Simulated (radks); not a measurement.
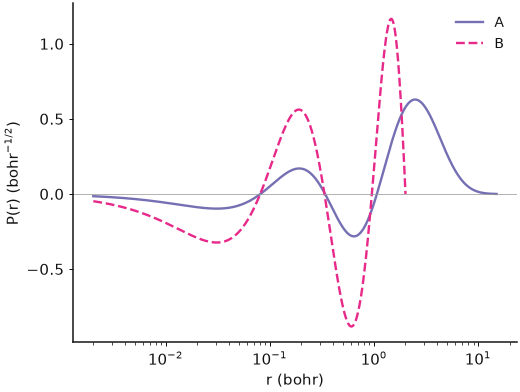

Atomic manganese (Mn) in [Ar] 3d5 4s2 (high spin) was computed in two surroundings: the free atom or ion; the hard spherical wall at 2 bohr. All numbers are computed, not measured: non-relativistic Kohn-Sham, PBEsol, spin-polarised, spherical densities, point nucleus (the in-house radial solver radks).

The plot shows P(r) = r R(r) of the 4s up orbital in both runs.

Which curve belongs to which run?

A is the free atom or ion (⟨r⟩ = 3.03 bohr, eigenvalue −5.45 eV); B is the hard spherical wall at 2 bohr (⟨r⟩ = 1.21 bohr, eigenvalue 97.8 eV). The tighter surroundings squeeze the orbital.
